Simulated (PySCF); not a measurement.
In(F)(Cl)(Br), BrClFIn, SMILES [F][In]([Cl])[Br], singlet, CAM-B3LYP/def2-SVP optimised geometry. Atoms within 1.6 Å of the plane z = 0.0 Å (x, y, z in Å): In1 (-0.46, -0.14, 0.00), F2 (-1.33, -1.87, 0.00), Cl3 (1.85, -0.14, 0.00), Br4 (-1.85, 1.87, 0.00).

Method: CAM-B3LYP/def2-TZVP, def2 effective core potentials past Kr run with PySCF. The core electrons that the potentials of In replace are not part of the density. Cells within 0.4 Å of a nucleus heavier than hydrogen are left out (blank, or x).

Map of the electrostatic potential (hartree/e), clipped to [-0.08, 0.12] on the plane z = 0.0 Å:

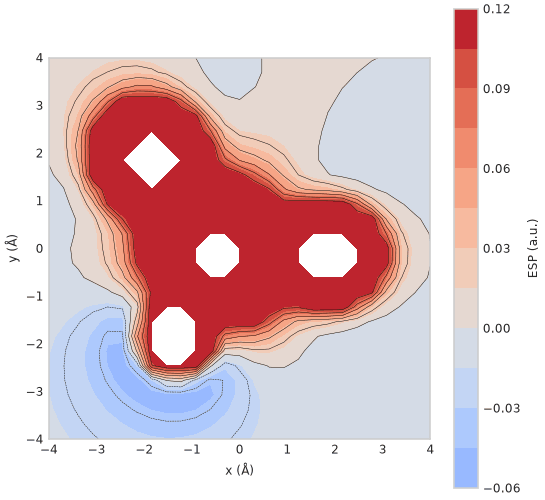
Fig. 1. Electrostatic potential (hartree/e), clipped to [-0.08, 0.12] on the plane z = 0.0 Å.
